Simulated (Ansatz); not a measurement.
# Geometry relaxation, with input and output: C$_{3}$H$_{8}$N$_{2}$ (part 2 of 2)

C$_{3}$H$_{8}$N$_{2}$; RKS PBE0-D4/def2-TZVP (Ansatz 0.2.0). The geometry: PBE-D4/def2-SVP start.

Geometry of the input (Å):
```
C  -1.6150  1.0047  0.5523
N  -0.8218  -0.1079  0.0797
C  0.5331  0.0219  -0.1446
C  1.2208  -1.2806  -0.5172
N  1.0886  1.1862  -0.0450
H  -1.4503  1.2329  1.6320
H  -1.3284  1.9144  -0.0097
H  -2.6910  0.7963  0.3915
H  -1.1890  -1.0496  0.2069
H  2.2839  -1.1050  -0.7637
H  0.7291  -1.7554  -1.3918
H  1.1763  -2.0068  0.3223
H  2.0838  1.1140  -0.2979
```

Trajectory as extended XYZ, continued:
```
13
Properties=species:S:1:pos:R:3:forces:R:3 step=4 energy=-6216.58369 accepted=F
C    -1.5984    0.9983    0.5501   -0.0201   0.0640  -0.0927
N    -0.8193   -0.1007    0.0459   -0.0523  -0.0386   0.1074
C     0.5239    0.0212   -0.1485    0.0712   0.0437  -0.0531
C     1.2084   -1.2686   -0.5115   -0.0014  -0.0002   0.0165
N     1.0831    1.1647   -0.0403   -0.0123  -0.0331  -0.0085
H    -1.4005    1.2270    1.6035    0.0638  -0.0505   0.0088
H    -1.3512    1.8878   -0.0273   -0.0379   0.0624   0.0102
H    -2.6583    0.7732    0.4291   -0.0129  -0.0068  -0.0105
H    -1.1768   -1.0269    0.1900    0.0028  -0.0403   0.0028
H     2.2583   -1.0956   -0.7417    0.0032   0.0055   0.0014
H     0.7323   -1.7342   -1.3777   -0.0127   0.0013  -0.0069
H     1.1521   -1.9767    0.3203    0.0058  -0.0135  -0.0008
H     2.0668    1.0955   -0.2772    0.0029   0.0060   0.0254
13
Properties=species:S:1:pos:R:3:forces:R:3 step=5 energy=-6216.58485
C    -1.5995    1.0004    0.5470   -0.0032   0.0077  -0.0035
N    -0.8174   -0.1032    0.0567   -0.0077  -0.0024  -0.0006
C     0.5249    0.0209   -0.1472    0.0006   0.0123  -0.0181
C     1.2084   -1.2687   -0.5117    0.0024  -0.0019   0.0118
N     1.0822    1.1655   -0.0450    0.0053  -0.0185   0.0106
H    -1.4034    1.2211    1.6026    0.0123   0.0011   0.0031
H    -1.3497    1.8938   -0.0245   -0.0090   0.0072  -0.0039
H    -2.6589    0.7759    0.4188   -0.0038  -0.0042   0.0031
H    -1.1748   -1.0302    0.1989   -0.0031  -0.0066  -0.0008
H     2.2578   -1.0949   -0.7436    0.0050   0.0015  -0.0009
H     0.7299   -1.7311   -1.3784   -0.0040  -0.0004  -0.0039
H     1.1540   -1.9797    0.3177    0.0014  -0.0092   0.0030
H     2.0669    1.0952   -0.2767    0.0037   0.0135   0.0002
13
Properties=species:S:1:pos:R:3:forces:R:3 step=6 energy=-6216.58540
C    -1.5988    1.0008    0.5456   -0.0038   0.0297  -0.0271
N    -0.8209   -0.1003    0.0415   -0.0517  -0.0163   0.0359
C     0.5230    0.0209   -0.1509    0.0793  -0.0012  -0.0187
C     1.2078   -1.2694   -0.5120   -0.0021  -0.0162   0.0060
N     1.0834    1.1627   -0.0384   -0.0273   0.0234   0.0167
H    -1.3771    1.2316    1.5946    0.0150  -0.0107  -0.0177
H    -1.3720    1.8924   -0.0394   -0.0193  -0.0003   0.0155
H    -2.6596    0.7658    0.4462    0.0153   0.0020   0.0024
H    -1.1776   -1.0270    0.1902    0.0065  -0.0018  -0.0087
H     2.2590   -1.0963   -0.7373   -0.0047   0.0018   0.0004
H     0.7347   -1.7327   -1.3817   -0.0013   0.0076   0.0051
H     1.1478   -1.9804    0.3175    0.0023   0.0003  -0.0068
H     2.0705    1.0970   -0.2612   -0.0082  -0.0183  -0.0031
13
Properties=species:S:1:pos:R:3:forces:R:3 step=7 energy=-6216.58582
C    -1.5984    1.0021    0.5424   -0.0036   0.0203  -0.0110
N    -0.8224   -0.0997    0.0357   -0.0391  -0.0090   0.0386
C     0.5234    0.0196   -0.1480    0.0645  -0.0090  -0.0449
C     1.2077   -1.2700   -0.5126   -0.0021  -0.0134   0.0102
N     1.0838    1.1605   -0.0294   -0.0347   0.0397   0.0219
H    -1.3563    1.2435    1.5847    0.0023  -0.0050  -0.0264
H    -1.3910    1.8907   -0.0547   -0.0139  -0.0098   0.0164
H    -2.6593    0.7578    0.4661    0.0269   0.0047   0.0036
H    -1.1796   -1.0260    0.1861    0.0029  -0.0002  -0.0086
H     2.2595   -1.0968   -0.7349   -0.0025   0.0006   0.0011
H     0.7359   -1.7292   -1.3851   -0.0014   0.0081   0.0044
H     1.1454   -1.9846    0.3137    0.0024   0.0009  -0.0052
H     2.0716    1.0971   -0.2491   -0.0018  -0.0277   0.0000
13
Properties=species:S:1:pos:R:3:forces:R:3 step=8 energy=-6216.58616
C    -1.5971    1.0043    0.5372   -0.0218   0.0199   0.0142
N    -0.8250   -0.0994    0.0277    0.0031   0.0096   0.0080
C     0.5232    0.0183   -0.1480    0.0108  -0.0233   0.0069
C     1.2075   -1.2707   -0.5152   -0.0018   0.0039   0.0052
N     1.0828    1.1577   -0.0150   -0.0185   0.0316   0.0221
H    -1.3173    1.2707    1.5648   -0.0182  -0.0080  -0.0590
H    -1.4273    1.8846   -0.0856   -0.0134  -0.0368   0.0335
H    -2.6572    0.7422    0.5063    0.0654   0.0188   0.0042
H    -1.1827   -1.0253    0.1789   -0.0052   0.0007  -0.0125
H     2.2606   -1.0976   -0.7307    0.0019  -0.0012  -0.0009
H     0.7393   -1.7227   -1.3931    0.0006   0.0023  -0.0005
H     1.1395   -1.9905    0.3059   -0.0008   0.0017   0.0003
H     2.0741    1.0934   -0.2184   -0.0021  -0.0191  -0.0216
13
Properties=species:S:1:pos:R:3:forces:R:3 step=9 energy=-6216.58639
C    -1.5970    1.0044    0.5373   -0.0196   0.0136   0.0182
N    -0.8243   -0.0996    0.0301    0.0193   0.0019   0.0133
C     0.5241    0.0177   -0.1445   -0.0141  -0.0150  -0.0131
C     1.2080   -1.2707   -0.5140   -0.0025   0.0057  -0.0006
N     1.0833    1.1575   -0.0114   -0.0039   0.0236  -0.0036
H    -1.3179    1.2717    1.5643   -0.0158  -0.0044  -0.0433
H    -1.4278    1.8845   -0.0854   -0.0064  -0.0296   0.0210
H    -2.6564    0.7421    0.5063    0.0479   0.0128   0.0040
H    -1.1842   -1.0257    0.1748   -0.0061   0.0049  -0.0048
H     2.2612   -1.0978   -0.7288    0.0020  -0.0011   0.0003
H     0.7398   -1.7202   -1.3933    0.0010  -0.0009  -0.0009
H     1.1391   -1.9923    0.3054   -0.0005   0.0012   0.0010
H     2.0724    1.0934   -0.2259   -0.0013  -0.0126   0.0087
13
Properties=species:S:1:pos:R:3:forces:R:3 step=10 energy=-6216.58655
C    -1.5968    1.0042    0.5380   -0.0110   0.0080   0.0104
N    -0.8235   -0.1000    0.0331    0.0162  -0.0043   0.0056
C     0.5241    0.0179   -0.1446   -0.0165  -0.0054  -0.0052
C     1.2081   -1.2703   -0.5141   -0.0007   0.0031   0.0008
N     1.0830    1.1582   -0.0131    0.0056   0.0059  -0.0029
H    -1.3206    1.2724    1.5647   -0.0047  -0.0022  -0.0175
H    -1.4265    1.8835   -0.0843   -0.0022  -0.0123   0.0058
H    -2.6555    0.7427    0.5053    0.0192   0.0032   0.0020
H    -1.1848   -1.0261    0.1735   -0.0039   0.0067  -0.0037
H     2.2615   -1.0976   -0.7286    0.0005  -0.0002   0.0001
H     0.7402   -1.7198   -1.3935    0.0009  -0.0008  -0.0003
H     1.1389   -1.9918    0.3054   -0.0004  -0.0003   0.0000
H     2.0722    1.0917   -0.2269   -0.0033  -0.0015   0.0050
13
Properties=species:S:1:pos:R:3:forces:R:3 step=11 energy=-6216.58665
C    -1.5963    1.0045    0.5378   -0.0061   0.0065   0.0004
N    -0.8232   -0.0998    0.0333    0.0100  -0.0082   0.0038
C     0.5239    0.0176   -0.1441   -0.0095   0.0052   0.0044
C     1.2081   -1.2701   -0.5144    0.0015   0.0007  -0.0010
N     1.0830    1.1579   -0.0098    0.0065  -0.0105  -0.0055
H    -1.3112    1.2814    1.5591    0.0013  -0.0023  -0.0035
H    -1.4365    1.8801   -0.0923   -0.0016  -0.0008   0.0010
H    -2.6535    0.7381    0.5173    0.0022  -0.0002   0.0007
H    -1.1872   -1.0256    0.1675   -0.0017   0.0047  -0.0024
H     2.2622   -1.0978   -0.7257   -0.0010   0.0001   0.0003
H     0.7424   -1.7174   -1.3962    0.0007  -0.0007   0.0000
H     1.1361   -1.9934    0.3033   -0.0004  -0.0001  -0.0006
H     2.0726    1.0897   -0.2209   -0.0020   0.0056   0.0025
13
Properties=species:S:1:pos:R:3:forces:R:3 step=12 energy=-6216.58668
C    -1.5962    1.0051    0.5371   -0.0007   0.0017  -0.0011
N    -0.8230   -0.0997    0.0335    0.0029  -0.0043   0.0041
C     0.5241    0.0170   -0.1427   -0.0063   0.0074  -0.0055
C     1.2081   -1.2702   -0.5147    0.0019  -0.0026   0.0031
N     1.0833    1.1571   -0.0069    0.0064  -0.0101   0.0006
H    -1.3029    1.2890    1.5539    0.0008  -0.0006   0.0007
H    -1.4460    1.8779   -0.0993   -0.0005   0.0002  -0.0003
H    -2.6522    0.7340    0.5277   -0.0018  -0.0006   0.0001
H    -1.1893   -1.0252    0.1629   -0.0005   0.0026  -0.0013
H     2.2627   -1.0980   -0.7237   -0.0009   0.0003   0.0004
H     0.7440   -1.7153   -1.3984    0.0000   0.0008   0.0003
H     1.1342   -1.9952    0.3011    0.0002  -0.0011  -0.0008
H     2.0735    1.0885   -0.2156   -0.0014   0.0062  -0.0001
13
Properties=species:S:1:pos:R:3:forces:R:3 step=13 energy=-6216.58668 accepted=F
C    -1.5961    1.0055    0.5370    0.0033  -0.0026  -0.0024
N    -0.8228   -0.0994    0.0337   -0.0032   0.0017  -0.0022
C     0.5240    0.0170   -0.1433    0.0025  -0.0009   0.0189
C     1.2081   -1.2704   -0.5148   -0.0006  -0.0015  -0.0069
N     1.0840    1.1564   -0.0046   -0.0008  -0.0012  -0.0090
H    -1.2973    1.2938    1.5509    0.0000   0.0006   0.0019
H    -1.4526    1.8764   -0.1035    0.0002   0.0006  -0.0002
H    -2.6513    0.7311    0.5350   -0.0019  -0.0002  -0.0002
H    -1.1906   -1.0247    0.1591    0.0008   0.0007  -0.0011
H     2.2633   -1.0986   -0.7208   -0.0003   0.0001   0.0001
H     0.7460   -1.7141   -1.4003    0.0005  -0.0010  -0.0005
H     1.1315   -1.9966    0.2999   -0.0008   0.0018   0.0000
H     2.0740    1.0885   -0.2135    0.0002   0.0020   0.0015
13
Properties=species:S:1:pos:R:3:forces:R:3 step=14 energy=-6216.58669
C    -1.5962    1.0053    0.5371    0.0011  -0.0008  -0.0013
N    -0.8227   -0.0995    0.0340    0.0000  -0.0004   0.0018
C     0.5242    0.0170   -0.1426   -0.0009   0.0024   0.0006
C     1.2081   -1.2704   -0.5147    0.0006  -0.0016  -0.0001
N     1.0838    1.1567   -0.0060    0.0007  -0.0031  -0.0012
H    -1.3005    1.2914    1.5526    0.0002   0.0003   0.0012
H    -1.4492    1.8771   -0.1014    0.0001   0.0008  -0.0005
H    -2.6518    0.7325    0.5311   -0.0013  -0.0003   0.0000
H    -1.1900   -1.0249    0.1609    0.0002   0.0006  -0.0006
H     2.2630   -1.0984   -0.7222   -0.0001   0.0000   0.0002
H     0.7450   -1.7146   -1.3994    0.0000   0.0003  -0.0001
H     1.1328   -1.9962    0.3004   -0.0002   0.0000  -0.0002
H     2.0739    1.0889   -0.2149   -0.0003   0.0018   0.0003
```

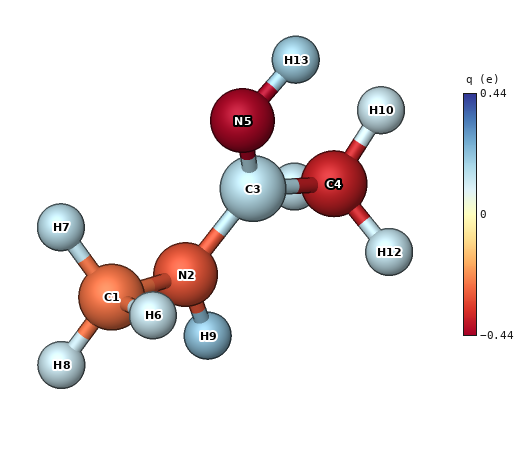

Mulliken charges, as the colour of each atom (ball-and-stick view, seen at a tilt; atoms are numbered from 1 in the order of the input). By element: C −0.38 to +0.15, N −0.42 to −0.29 and H +0.12 to +0.22 e.
